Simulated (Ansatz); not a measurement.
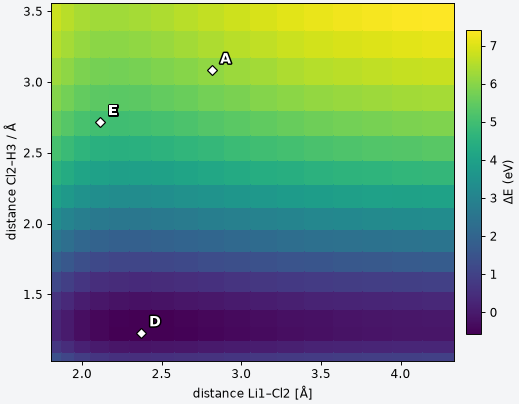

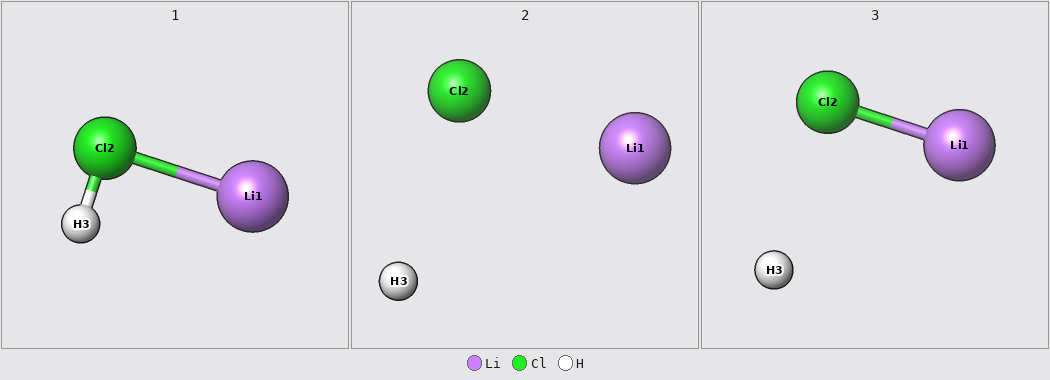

The system Li⁺ + ClH. Coordinates scanned: (1) distance Li1–Cl2; (2) distance Cl2–H3. Nothing is relaxed (the angle Li1–Cl2–H3 is fixed at 90 degrees). Grid: 17 × 17 points. All energies are given in eV relative to Li with charge +1 far from the relaxed ClH (each part in its own basis). The reference is spin-restricted, so regions where a bond is pulled apart into radicals lie too high. The calculation used Ansatz, RHF/def2-TZVPD.

In the figure: one coloured cell a grid point, lettered points. The numbered pictures are the structures at these points, in random order.

Q: Which structure belongs to which point?

A: A is structure 2: distance Li1–Cl2 = 2.815 Å, distance Cl2–H3 = 3.082 Å, 6.1 eV; D is structure 1: distance Li1–Cl2 = 2.369 Å, distance Cl2–H3 = 1.225 Å, −0.6 eV; E is structure 3: distance Li1–Cl2 = 2.112 Å, distance Cl2–H3 = 2.715 Å, 5.0 eV.
